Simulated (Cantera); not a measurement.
Input: 1 mol SiHCl₃, 49 mol N₂, equilibrated at 0.00110 bar.

These are equilibrium values from Cantera (NASA tables, ideal gas, pure condensed phases), not measurements of a reactor. Candidate condensed phases: NH₄Cl, Si, Si₃N₄; 28 gas species. N₂ is the only nitrogen source here; it is nearly inert below about 1500 K, so the nitride shown seldom forms there in practice. The tables' values for SiCl₃, SiCl are old estimates; treat these amounts as uncertain. The numbers say what is thermodynamically allowed, not how fast it happens.

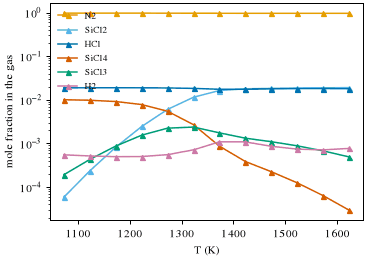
*Equilibrium gas composition (values under 1e-9 drawn at 1e-9)*

From 1073 K to 1373 K the condensed part is Si₃N₄(s). From 1423 K to 1623 K nothing is condensed. The main Si-bearing gas is SiCl₄ at 1073 K and SiCl₂ at 1623 K.
